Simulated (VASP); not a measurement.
Given:

```yaml
crystal:
  lattice:
    - [0.00000, 3.50347, 3.50347]
    - [3.50347, 0.00000, 3.50347]
    - [3.50347, 3.50347, 0.00000]
  atoms:
    - { symbol: Sr, position: [0.00000, 0.00000, 0.00000] }
    - { symbol: Cl, position: [0.25000, 0.25000, 0.25000] }
    - { symbol: Cl, position: [0.75000, 0.75000, 0.75000] }
```

Level of theory: revTPSS meta-GGA, VASP's PBE PAW potentials (set 64) (plane waves; VASP). Numerical set-up: 520 eV cut-off, 6×6×6 Γ-centred mesh, tetrahedra with Blöchl corrections, potentials Sr_sv Cl.

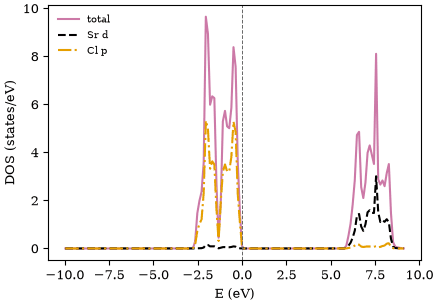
Total and projected density of states, zero at the valence-band maximum

Within 2 eV below the valence-band maximum the largest weight inside VASP's projection spheres is Cl p.

The gap is indirect, 5.68 eV, from the valence maximum at X to the conduction minimum at Γ.

The compound is SrCl2 in the fluorite structure. It was relaxed first.
